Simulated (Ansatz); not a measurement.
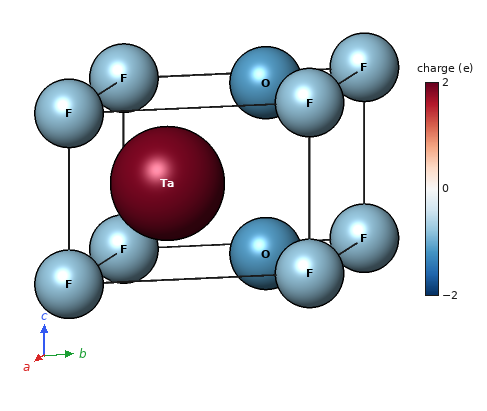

Shown here is a spheres-only view of the crystal, taken slightly off an axis. The edges of the simulation cell are marked. The atoms of this TaOF cell are coloured by their Bader charge.

Results below were computed with Ansatz 0.2.0, DFT PBE, scalar-relativistic, plane waves, PAW; the settings were E_cut = 420 eV, Brillouin-zone sampling on a 12×12×18 mesh, Gaussian smearing of 0.1 eV, no spin polarisation.

Question: Who donates electrons here and who accepts them?

Answer: Most positive: Ta; most negative: O. Charges: about Ta +1.9 e; O -1.1 e; F -0.8 e.

The structure comes from a structure type filled with these elements by a generator (whether the compound takes this form wasn't checked). Earlier steps of the study may have refined or changed the cell and positions. Ansatz was used for an electronic-structure calculation on it.
